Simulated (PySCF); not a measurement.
**Run report: CH$_{4}$BFNP, core-level calculation**

System: CH$_{4}$BFNP, SMILES N#C[BH2-][PH2+]F.
Method: delta-SCF UKS SCAN, pcX-2 on the ionised atom, pcseg-1 elsewhere, spin-free X2C (PySCF 2.14.0).

It belongs to a series of runs on one base structure; here: phosphine turned into its BH2CN adduct. Figures and captions count atoms from 1; the log counts them from 0 in places.

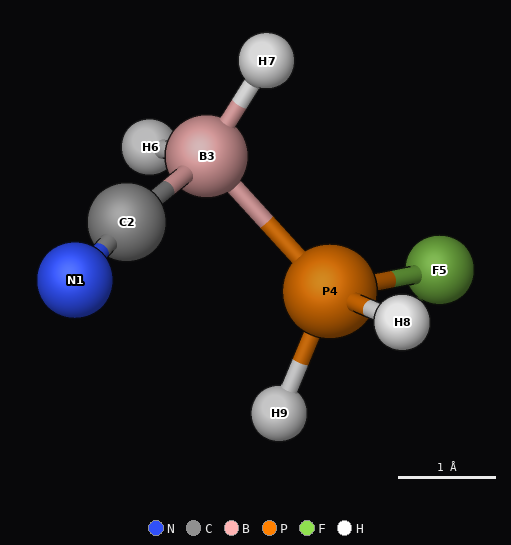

The structure (ball-and-stick view, seen at a tilt; atoms are numbered from 1 in the order of the input). Bond lengths as drawn: B–C 1.57 Å, B–H 1.21 to 1.22 Å, B–P 1.90 Å, C–N 1.16 Å, F–P 1.59 Å and H–P 1.41 Å.

The input
```
{"job": {"kind": "xps"}, "charge": 0, "multiplicity": 1}
N      1.827111     0.465200    -1.852424
C      1.430801     0.033299    -0.849243
B      0.747164    -0.489062     0.465722
P     -0.976843     0.233855     0.112049
F     -2.095062    -0.013476     1.215585
H      0.618402    -1.695926     0.519934
H      1.144631     0.038772     1.485430
H     -1.028050     1.636102    -0.063894
H     -1.607893    -0.226678    -1.066891
```

The first line tells a small driver script what to run in PySCF; the rest is the geometry in Å.

Hardware: 1 CPU thread, shared host.

Launch command:
```bash
OMP_NUM_THREADS=1 python <driver script> task.json out
```

Log
```
ground state, core basis on atom 0 (N), 125 functions
  cycle   1  E = -562.00980706  |g| = 5.58e-01
  cycle   2  E = -561.83973071  |g| = 1.07e+00
  cycle   3  E = -562.06732788  |g| = 2.84e-01
  cycle   4  E = -562.08651641  |g| = 7.67e-02
  cycle   5  E = -562.08749067  |g| = 3.36e-02
  cycle   6  E = -562.08773581  |g| = 3.87e-03
  cycle   7  E = -562.08774124  |g| = 2.44e-03
  cycle   8  E = -562.08773945  |g| = 4.81e-04
  E(ground) = -562.10914722 Eh
hole in N 1s of atom 0
  cycle   1  E = -546.50811286  |g| = 1.84e+00
  cycle   2  E = -544.64434569  |g| = 2.49e+00
[... 10 cycles left out ...]
  E(ion) = -547.23958400 Eh   <S^2> = 0.8106   hole on atom = 1.000   binding energy = 404.621 eV
ground state, core basis on atom 1 (C), 125 functions
[... 6 cycles left out ...]
  E(ground) = -562.10294884 Eh
hole in C 1s of atom 1
[... 12 cycles left out ...]
  E(ion) = -551.38796940 Eh   <S^2> = 0.8190   hole on atom = 1.000   binding energy = 291.569 eV
ground state, core basis on atom 2 (B), 125 functions
[... 6 cycles left out ...]
  E(ground) = -562.09052130 Eh
hole in B 1s of atom 2
[... 11 cycles left out ...]
  E(ion) = -554.90708717 Eh   <S^2> = 0.7720   hole on atom = 1.000   binding energy = 195.471 eV
ground state, core basis on atom 3 (P), 136 functions
[... 7 cycles left out ...]
  E(ground) = -562.19274548 Eh
hole in P 1s of atom 3
[... 12 cycles left out ...]
  E(ion) = -483.02579459 Eh   <S^2> = 0.7519   hole on atom = 1.000   binding energy = 2154.242 eV
hole in P 2p of atom 3
[... 11 cycles left out ...]
  E(ion) = -557.01770087 Eh   <S^2> = 0.7542   hole on atom = 1.002   binding energy = 140.820 eV
  2p3/2 = 140.395 eV   2p1/2 = 141.297 eV
ground state, core basis on atom 4 (F), 125 functions
[... 7 cycles left out ...]
  E(ground) = -562.14634963 Eh
hole in F 1s of atom 4
  cycle   1  E = -535.69343186  |g| = 2.58e+00
  cycle   2  E = -534.33653472  |g| = 2.45e+00
  cycle   3  E = -535.64644473  |g| = 1.24e+00
  cycle   4  E = -536.41140835  |g| = 6.04e-01
  cycle   5  E = -536.41627271  |g| = 6.04e-01
  cycle   6  E = -536.59081752  |g| = 9.76e-02
  cycle   7  E = -536.59773929  |g| = 1.51e-02
  cycle   8  E = -536.59785992  |g| = 5.92e-03
  cycle   9  E = -536.59788076  |g| = 1.84e-03
  cycle  10  E = -536.59788405  |g| = 4.12e-04
  E(ion) = -536.63047344 Eh   <S^2> = 0.7583   hole on atom = 1.000   binding energy = 694.322 eV
```

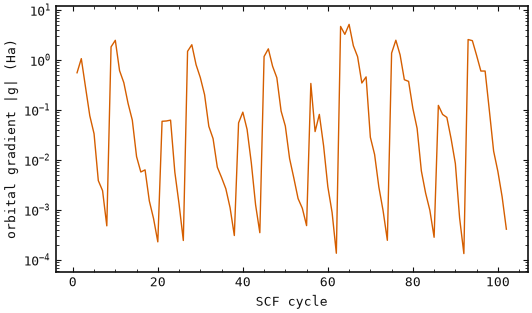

Convergence of the self-consistent field: orbital gradient |g| against the SCF cycle. All cycles printed in the log are drawn one after another.

Key numbers

| quantity | value |
| --- | --- |
| outcome | converged |
| wall time | 15 s |
| peak memory | 0.52 GiB |
